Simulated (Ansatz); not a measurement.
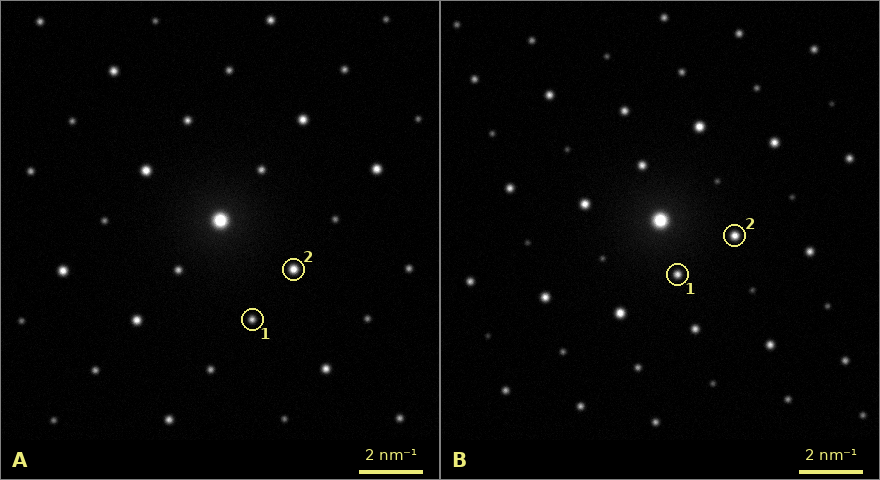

Kinematic electron diffraction patterns (120 kV, B = 0.5 Å², same scale) along [1-10] of the run's own cell, for the start and the end of one relaxation of Be3I2 with DFT PBE, scalar-relativistic, plane waves, PAW (Ansatz). k mesh 6×6×6. The start is a generated model structure, and the relaxation ends in the nearest stationary point of its symmetry, not necessarily the ground state. Spot 1 is -2 -2 -2 and spot 2 is -1 -1 -2 in both.

Start structure:

```
Be I
1.0
     3.26470    1.88488    5.94225
    -3.26470    1.88488    5.94225
     0.00000   -3.76976    5.94225
Be I
6 4
Direct
  0.05625 0.44375 0.75000
  0.75000 0.05625 0.44375
  0.44375 0.75000 0.05625
  0.94375 0.55625 0.25000
  0.25000 0.94375 0.55625
  0.55625 0.25000 0.94375
  0.85218 0.85218 0.85218
  0.64782 0.64782 0.64782
  0.14782 0.14782 0.14782
  0.35218 0.35218 0.35218
```

Which pattern belongs to the start structure, and which to the relaxed one?

Answer. A is the start: its cell gives d(1) = 2.971 Å, d(2) = 3.500 Å and an angle of 38.2°. B is the relaxed structure, with d(1) = 5.422 Å (+82.5 %), d(2) = 4.055 Å (+15.9 %) and 60.1°.

Name reflections whose intensity changes strongly on relaxation.

Answer. 3 3 4 goes from 46 to 1.2 % of the strongest spot; 1 1 0 goes from 21 to 1.3 % of the strongest spot; 3 3 2 goes from 13 to 100 % of the strongest spot.

Summarise the relaxation behind the change.

Answer. The volume changed by +24.9 % to 27.41 Å³ an atom; with the mean shift removed, the atoms moved by up to 0.88 Å relative to the cell (I most); the space group stayed R-3c (No. 167); the free energy fell by 640 meV an atom. Relaxed cell: a = 11.284 Å, b = 11.284 Å, c = 11.284 Å, α = 27.70°, β = 27.70°, γ = 27.70°.
